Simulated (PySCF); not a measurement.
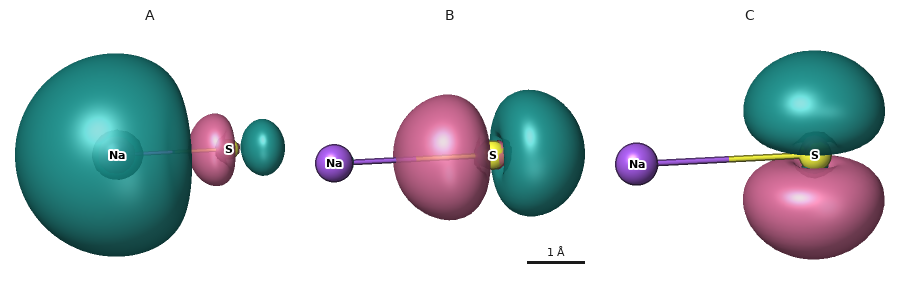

*NaS (charge +1, triplet). Three frontier α-spin orbitals, each drawn at the value that holds 80 % of its norm (teal and pink are the two phases), in no order; of a degenerate pair one member is drawn.*

Theory: PBE0/jorge-DZP-DKH, spin-free X2C-1e, Gaussian nucleus, at a bond length of 2.896 Å (PySCF).

### Name the orbitals and rank them from lowest to highest energy.

Orbital C: π, occupied in this spin, −14.58 eV; almost wholly on S.
Orbital B: σ, occupied in this spin, −13.57 eV; mainly on S (95 %).
Orbital A: σ, empty in this spin, −6.01 eV; mainly on Na (90 %).
